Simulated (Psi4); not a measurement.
# GaSiH7O (SMILES [SiH3][OH+][GaH3-]): levels of theory compared

Aim: a comparison of 3 runs (HF/STO-3G, B3LYP/6-31G*, MP3/6-31G*) of GaSiH7O. 

The results are computed with Psi4 1.11.

5 further runs of the same task are left out: 3 that didn't finish, 2 set aside as unsound or not needed. Runs told in other sessions of the task aren't counted.

## 1. The structure to begin with

GaSiH7O has 10 atoms, charge 0, and is taken as a singlet. As SMILES, `[SiH3][OH+][GaH3-]`. The Si1–H6 distance was set to 2.655 Å, away from the relaxed value. At this shape a bond of the SMILES string is far longer than usual.

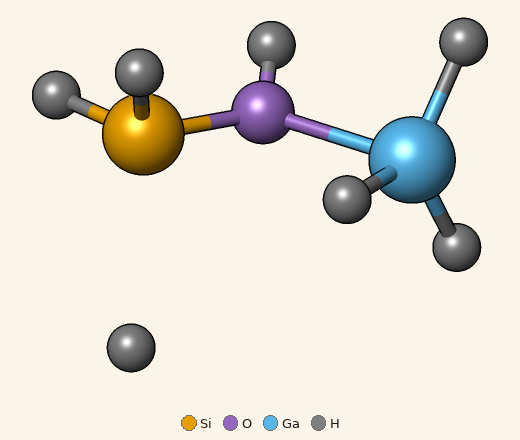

The structure, seen from a chosen angle (silicon amber, oxygen purple, gallium blue, hydrogen grey).

## 2. The energy at HF/STO-3G (run 1)

The input, job.in:

```
memory 2200 mb

molecule {
  0 1
  Si    -0.816792    -0.386419    -1.669154
  O     -1.104292    -1.300219    -0.282354
  Ga     0.550008    -1.617519     1.095346
  H     -2.099192    -0.326519    -2.414854
  H      0.223908    -1.025819    -2.504754
  H     -0.069600     2.013200    -0.814500
  H     -1.655992    -2.081319    -0.369754
  H     -0.025492    -0.919919     2.380446
  H      1.553508    -0.813019     0.172746
  H      0.538208    -3.192119     0.991046
  symmetry c1
}

set globals {
  reference     rhf
  puream        true
  e_convergence 1e-09
  d_convergence 1e-08
  scf_type      pk
}

energy_value, wavefunction = energy("hf/STO-3G", return_wfn=True)
oeprop(wavefunction, "MULLIKEN_CHARGES", "WIBERG_LOWDIN_INDICES", "DIPOLE")
print_variables()
```

Started as:

```bash
psi4 -n 1 job.in job.out
```

job.out:

```text
[...]
  Running in c1 symmetry.
[...]
  Nuclear repulsion =  252.604080951678867
[...]
  Multiplicity = 1
[...]
  Nalpha       = 30
  Nbeta        = 30
[...]
    Number of basis functions: 39
[...]
   @RHF iter   1: -2263.47526739141904   -4.23422e+00   1.96681e-02 DIIS/ADIIS
[...]
   @RHF iter  17: -2264.15386873761690   -3.18323e-12   3.99655e-09 DIIS
[...]
  @RHF Final Energy: -2264.15386873761690
   => Energetics <=
    Nuclear Repulsion Energy =            252.6040809516788670
    One-Electron Energy =               -3679.5628202928915016
    Two-Electron Energy =                1162.8048706035956457
    Total Energy =                      -2264.1538687376169037
[...]
 Multipole Moments:
 ------------------------------------------------------------------------------------
     Multipole            Electronic (a.u.)      Nuclear  (a.u.)        Total (a.u.)
 ------------------------------------------------------------------------------------
 L = 1.  Multiply by 2.5417464519 to convert [e a0] to [Debye]
 Dipole X            :          3.8023153           -5.0593368           -1.2570214
 Dipole Y            :         -4.6891997            4.6774899           -0.0117098
 Dipole Z            :          8.0188960           -9.6131253           -1.5942293
 Magnitude           :                                                    2.0302234
[...]
  Mulliken Charges: (a.u.)
   Center  Symbol    Alpha    Beta     Spin     Total
       1    SI     6.59997  6.59997  0.00000  0.80007
       2     O     4.22406  4.22406  0.00000 -0.44812
       3    GA    15.39092 15.39092  0.00000  0.21816
       4     H     0.57106  0.57106  0.00000 -0.14213
       5     H     0.56256  0.56256  0.00000 -0.12512
       6     H     0.54614  0.54614  0.00000 -0.09228
       7     H     0.38082  0.38082  0.00000  0.23836
       8     H     0.56944  0.56944  0.00000 -0.13888
       9     H     0.57977  0.57977  0.00000 -0.15954
      10     H     0.57527  0.57527  0.00000 -0.15053
[...]
```

Wall time 1.4 s (1 thread of Intel Xeon 6975P-C (Granite Rapids), shared host); peak memory 0.2 GiB.

## 3. Energy and gradient at B3LYP/6-31G(d) (Cartesian functions) (run 2)

The input, gah7osi.xyz:

```xyz
10
GaH7OSi
Si    -0.816792    -0.386419    -1.669154
O     -1.104292    -1.300219    -0.282354
Ga     0.550008    -1.617519     1.095346
H     -2.099192    -0.326519    -2.414854
H      0.223908    -1.025819    -2.504754
H     -0.069600     2.013200    -0.814500
H     -1.655992    -2.081319    -0.369754
H     -0.025492    -0.919919     2.380446
H      1.553508    -0.813019     0.172746
H      0.538208    -3.192119     0.991046
```

The input, calc.py:

```python
import psi4

psi4.set_memory('2200 MB')
psi4.set_num_threads(1)
psi4.core.set_output_file('gah7osi.out', False)

with open('gah7osi.xyz') as f:
    atoms = ''.join(f.readlines()[2:])
molecule = psi4.geometry('0 1\n' + atoms + 'symmetry c1\nno_reorient\nno_com')

options = {'basis': '6-31G*', 'puream': False, 'e_convergence': 1e-09, 'd_convergence': 1e-08, 'scf_type': 'pk', 'dft_radial_points': 99, 'dft_spherical_points': 590}
psi4.set_options(options)

e = psi4.gradient('b3lyp', molecule=molecule)
print('gradient / Eh bohr^-1')
print(e.np.round(6))
```

Started as:

```bash
python calc.py
```

gah7osi.out:

```text
[...]
  Running in c1 symmetry.
[...]
  Nuclear repulsion =  252.604080951678867
[...]
  Multiplicity = 1
[...]
  Nalpha       = 30
  Nbeta        = 30
[...]
    Number of basis functions: 83
[...]
   @RKS iter   1: -2291.11433003474349   -1.46266e+00   3.89231e-02 DIIS/ADIIS
[...]
   @RKS iter  13: -2293.43630385922461   -1.27329e-11   5.57496e-09 DIIS
[...]
  @RKS Final Energy: -2293.43630385922461
   => Energetics <=
    Nuclear Repulsion Energy =            252.6040809516788670
    One-Electron Energy =               -3695.1257288981796592
    Two-Electron Energy =                1235.2747151273172221
    DFT Exchange-Correlation Energy =     -86.1893710400413369
    Empirical Dispersion Energy =           0.0000000000000000
    VV10 Nonlocal Energy =                  0.0000000000000000
    Total Energy =                      -2293.4363038592250632
[...]
 Multipole Moments:
 ------------------------------------------------------------------------------------
     Multipole            Electronic (a.u.)      Nuclear  (a.u.)        Total (a.u.)
 ------------------------------------------------------------------------------------
 L = 1.  Multiply by 2.5417464519 to convert [e a0] to [Debye]
 Dipole X            :          7.8859039           -8.9834330           -1.0975291
 Dipole Y            :        136.1322644         -136.6276165           -0.4953521
 Dipole Z            :        -12.1499471           10.9020454           -1.2479017
 Magnitude           :                                                    1.7341287
[...]
  -Total Gradient:
     Atom            X                  Y                   Z
    ------   -----------------  -----------------  -----------------
       1       -0.011824977474    -0.040723602763    -0.008310548827
       2       -0.004214955113    -0.006833254973    -0.004088996022
       3       -0.003740606107    -0.000562496933    -0.002932639864
       4        0.000659776277    -0.003715493202    -0.000644399158
       5       -0.003089953642    -0.003597816782    -0.000611763782
       6        0.014955372208     0.045430799383     0.017301673690
       7        0.007327049698     0.007888846426     0.000229803018
       8        0.000471665114    -0.000236400420    -0.001180793936
       9       -0.000969441576     0.000379165685    -0.000004026220
      10        0.000415241573     0.001973796764     0.000225880807
[...]
```

Standard output:

```text
gradient / Eh bohr^-1
[[-1.1825e-02 -4.0724e-02 -8.3110e-03]
 [-4.2150e-03 -6.8330e-03 -4.0890e-03]
 [-3.7410e-03 -5.6200e-04 -2.9330e-03]
 [ 6.6000e-04 -3.7150e-03 -6.4400e-04]
 [-3.0900e-03 -3.5980e-03 -6.1200e-04]
 [ 1.4955e-02  4.5431e-02  1.7302e-02]
 [ 7.3270e-03  7.8890e-03  2.3000e-04]
 [ 4.7200e-04 -2.3600e-04 -1.1810e-03]
 [-9.6900e-04  3.7900e-04 -4.0000e-06]
 [ 4.1500e-04  1.9740e-03  2.2600e-04]]
```

It took 17 s on 1 thread of Intel Xeon 6975P-C (Granite Rapids), shared host; peak memory 1.4 GiB.

## 4. The energy at MP3/6-31G(d) (spherical functions) (run 3)

The input, run_ase.py:

```python
import numpy as np
from ase.calculators.psi4 import Psi4
from ase import Atoms

atoms = Atoms(['Si', 'O', 'Ga', 'H', 'H', 'H', 'H', 'H', 'H', 'H'], positions=[
    [-0.816792, -0.386419, -1.669154],
    [-1.104292, -1.300219, -0.282354],
    [0.550008, -1.617519, 1.095346],
    [-2.099192, -0.326519, -2.414854],
    [0.223908, -1.025819, -2.504754],
    [-0.069600, 2.013200, -0.814500],
    [-1.655992, -2.081319, -0.369754],
    [-0.025492, -0.919919, 2.380446],
    [1.553508, -0.813019, 0.172746],
    [0.538208, -3.192119, 0.991046],
])
calc = Psi4(atoms=atoms, method='mp3', basis='6-31G*', memory='2200MB', num_threads=1, charge=0, multiplicity=1, label='calc', reference='rhf')
calc.psi4.set_options({'puream': True, 'e_convergence': 1e-09, 'd_convergence': 1e-08, 'scf_type': 'pk', 'num_frozen_docc': 15, 'mp_type': 'conv'})
atoms.calc = calc

print(f'energy: {atoms.get_potential_energy():.6f} eV')
```

Started as:

```bash
python run_ase.py
```

calc.dat:

```text
[...]
  Running in c1 symmetry.
[...]
  Nuclear repulsion =  252.604080951678867
[...]
  Multiplicity = 1
[...]
  Nalpha       = 30
  Nbeta        = 30
[...]
    Number of basis functions: 78
[...]
   @RHF iter   1: -2289.09059628781688   -3.38548e+00   3.31149e-02 ADIIS/DIIS
[...]
   @RHF iter  12: -2290.66953847192508   -5.45697e-12   3.18500e-09 DIIS
[...]
    Orbital Energies [Eh]
    ---------------------
    Doubly Occupied:
       1A   -378.805015     2A    -68.883873     3A    -48.182547
       4A    -42.513798     5A    -42.511402     6A    -42.511293
       7A    -20.642603     8A     -6.391498     9A     -6.232653
      10A     -4.485860    11A     -4.480675    12A     -4.480415
      13A     -4.339045    14A     -4.338191    15A     -4.337322
      16A     -1.420336    17A     -1.177053    18A     -1.170926
      19A     -1.170824    20A     -1.167137    21A     -1.166831
      22A     -0.813479    23A     -0.721845    24A     -0.649174
      25A     -0.609546    26A     -0.537670    27A     -0.512860
      28A     -0.404625    29A     -0.398295    30A     -0.351575
[...]
  @RHF Final Energy: -2290.66953847192508
   => Energetics <=
    Nuclear Repulsion Energy =            252.6040809516788670
    One-Electron Energy =               -3695.7305093209138249
    Two-Electron Energy =                1152.4568898973095656
    Total Energy =                      -2290.6695384719250796
[...]
 Multipole Moments:
 ------------------------------------------------------------------------------------
     Multipole            Electronic (a.u.)      Nuclear  (a.u.)        Total (a.u.)
 ------------------------------------------------------------------------------------
 L = 1.  Multiply by 2.5417464519 to convert [e a0] to [Debye]
 Dipole X            :          3.9145098           -5.0593368           -1.1448270
 Dipole Y            :         -5.3235613            4.6774899           -0.6460714
 Dipole Z            :          8.2835645           -9.6131253           -1.3295609
 Magnitude           :                                                    1.8696976
[...]
	SCS-MP2 Total Energy (a.u.)        : -2291.17703339490663
	SOS-MP2 Total Energy (a.u.)        : -2291.16974115304311
[...]
	SOS-PI-MP2 Total Energy (a.u.)     : -2291.20821828235967
[...]
	MP2 Total Energy (a.u.)            : -2291.19161787863368
[...]
	SCS-MP3 Total Energy (a.u.)        : -2291.17876242941111
[...]
	MP3 Total Energy (a.u.)            : -2291.19853401665114
[...]
```

The script printed:

```text
energy: -62346.687768 eV
```

Run time: 4.8 s. Hardware: 1 thread of Intel Xeon 6975P-C (Granite Rapids), shared host; peak memory 0.4 GiB.

## 5. The series

```
run                               level      task  Cartesian functions   energy (Eh)  dipole moment (D)  HOMO energy (eV)  LUMO energy (eV)  wall time
  1                           HF/STO-3G    energy                   no  -2264.153869               5.16             -5.53              2.91      1.4 s
  2  B3LYP/6-31G* (Cartesian functions)  gradient                  yes  -2293.436304               4.41             -7.27             -3.19       17 s
  3    MP3/6-31G* (spherical functions)    energy                   no  -2291.198534                  –             -9.57              0.27      4.8 s
```

## 6. What came out

| quantity | value |
| --- | --- |
| run 3: total energy | -2291.19853 Eh |
| run 3: HOMO energy (Hartree–Fock orbitals) | -9.57 eV |
| run 3: LUMO energy (Hartree–Fock orbitals) | 0.27 eV |
| run 3: HOMO–LUMO gap (Hartree–Fock orbitals) | 9.84 eV |
| run 3: correlation energy (15 core orbitals frozen) | -529.0 mEh |

In words: In run 1 the basis is minimal, so the values are rough. In all runs a closed-shell determinant meets a far-stretched bond; if it breaks into open shells, such a determinant describes it badly, and no broken-symmetry solution was shown. All runs together took 23 s, the longest 17 s.
